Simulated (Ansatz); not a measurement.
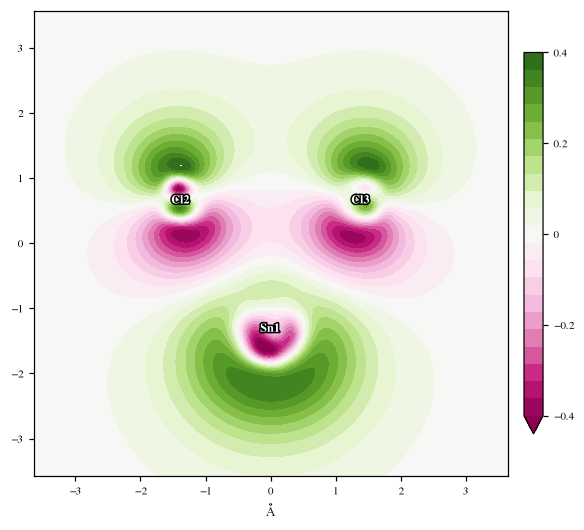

*Cl₂Sn (charge +1, quartet). The LUMO (β) on the molecular plane (values in Å⁻³ᐟ²; the overall sign is arbitrary).*

Geometry: PBE0-D4/def2-TZVP; core potentials replace the inner electrons of Sn.

Theory: UKS PBE0-D4/def2-TZVP (Ansatz).

### Where does this orbital lie, and at what energy?

Its weight (Hirshfeld) is mainly on Sn1 (about 60 %), Cl2 (about 20 %) and Cl3 (about 20 %); it is symmetric in the molecular plane (an in-plane orbital: σ, lone-pair or in-plane π type). Its energy is −12.43 eV.
